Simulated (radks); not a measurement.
System: the neutral cadmium atom, configuration [Kr] 4d10 5s2. It sits in a hard spherical wall of radius 1.5 bohr. Theory: scalar-relativistic Kohn-Sham, PBEsol, spin-polarised, spherical densities, finite nucleus (computed with the in-house radial solver radks).

```
Z 48
configuration [Kr] 4d10 5s2 5p0 6s0 4f0
relativity scalar-relativistic
functional pbe_sol,pbe_sol
spin polarised
nucleus finite rms 4.6087 fm
wall 1.5 bohr
c 137.035999084
```

Wanted: the number of electrons inside radius r (solid) and the radial density 4πr²ρ (dashed).

The count levels off at 48 electrons. Half of them lie within 0.401 bohr, 90 % within 1.07 bohr and 99 % within 1.32 bohr. The radial density has minima at 0.0420, 0.180 and 0.561 bohr, where the count stands at 2.0, 11.1 and 28.8; these part the shells that the density resolves.

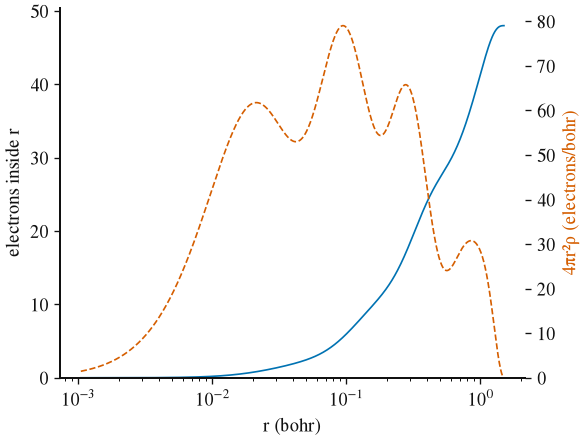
